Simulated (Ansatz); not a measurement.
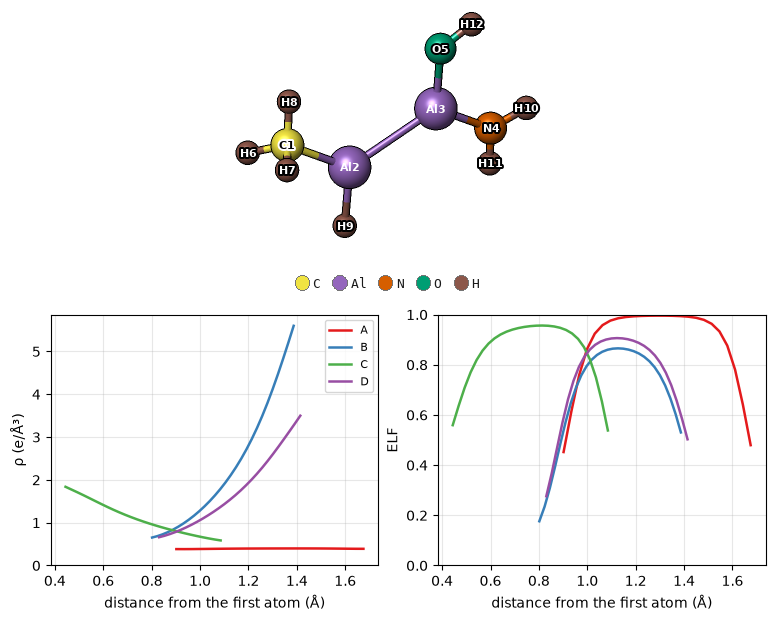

The picture shows: CH₇Al₂NO. Total electron density and ELF along straight lines between neighbouring atoms. The curves leave out the atomic cores. The structure is drawn too.

All numbers below come from RKS PBE-D4/def2-SVP (Ansatz 0.2.0).

Input

```
crystal:
  periodic: [false, false, false]
  atoms:
    - { symbol: C, position_ang: [-1.6847, 0.6012, -1.7396] }
    - { symbol: Al, position_ang: [-0.9798, -0.6346, -0.4273] }
    - { symbol: Al, position_ang: [1.1876, -0.1144, 0.5963] }
    - { symbol: "N", position_ang: [1.899, -1.1145, 2.1114] }
    - { symbol: O, position_ang: [2.2572, 1.2338, -0.0799] }
    - { symbol: H, position_ang: [-2.4329, 0.1256, -2.4262] }
    - { symbol: H, position_ang: [-2.2502, 1.4542, -1.2133] }
    - { symbol: H, position_ang: [-0.8707, 1.1056, -2.355] }
    - { symbol: H, position_ang: [-1.9508, -1.6029, 0.4] }
    - { symbol: H, position_ang: [1.8415, -2.1252, 1.8421] }
    - { symbol: H, position_ang: [1.0788, -1.0365, 2.8718] }
    - { symbol: H, position_ang: [1.9819, 2.0525, 0.4538] }
basis:
  gaussian: { orbitals: def2-SVP }
hamiltonian:
  xc: pbe
  dispersion: d4
relax:
  f_tol: 0.02
  max_steps: 50
output:
  orbitals: {}
```

Command:

```sh
ansatz run input.yaml --threads 2 --pin off --max-ram 3072MiB --backend cpu --events-out ev --progress --plain --runs-dir out
```

The fields are those of the run's last geometry, not of the input's.

Which curve belongs to which contact (Al–Al, Al–N, Al–O and C–Al)? The first atom named is at distance zero.

Curve A: Al–Al (2.58 Å): ρ at the midpoint is about 0.4 e/Å³; the ELF peaks at about 1 between the atoms, as expected for a shared electron pair. Curve B: Al–O (1.73 Å): the density is about 0.78 e/Å³ at the midpoint; the ELF peaks at about 0.85 in the valence shell of O, 0.6 Å from its nucleus, and is about 0.40 at the midpoint. Curve C: C–Al (1.97 Å): ρ is about 0.69 e/Å³ halfway; the ELF peaks at about 0.95 between the atoms; a polar covalent bond. Curve D: Al–N (1.80 Å): the density is about 0.78 e/Å³ at the midpoint; the ELF peaks at about 0.90 in the valence shell of N, 0.7 Å from its nucleus, and is about 0.55 at the midpoint.
